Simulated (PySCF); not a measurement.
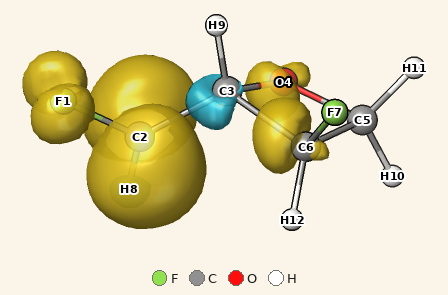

Figure. C4H5F2O (doublet). Isosurfaces of the spin density (α minus β) at +0.03 (yellow) and −0.03 e/Å³ (cyan), seen from one side.

Geometry: GFN2-xTB.

These are results of UKS B3LYP, pcH-1 on C F H O, non-relativistic, mean-field spin-orbit, GIAO in PySCF 2.14.0, density-fitted response routines, not measurements.

```xyz
12

F     2.8550   -0.0991    0.7275
C     1.7801   -0.4209   -0.0038
C     0.4573   -0.1052    0.5143
O    -0.4976   -1.1775    0.3737
C    -1.4807   -0.3380   -0.2333
C    -0.4824    0.8109   -0.3327
F    -0.8504    1.9745    0.2708
H     1.9775   -1.0748   -0.8325
H     0.5214    0.2528    1.5497
H    -1.8506   -0.7475   -1.1742
H    -2.3119   -0.1310    0.4463
H    -0.1165    1.0550   -1.3319
```

Question: Describe the spin distribution.

Answer: The unpaired spin (1 electron) lies mostly on C2 (about 0.7) and F1 (about 0.1), in electrons by Hirshfeld's partition.
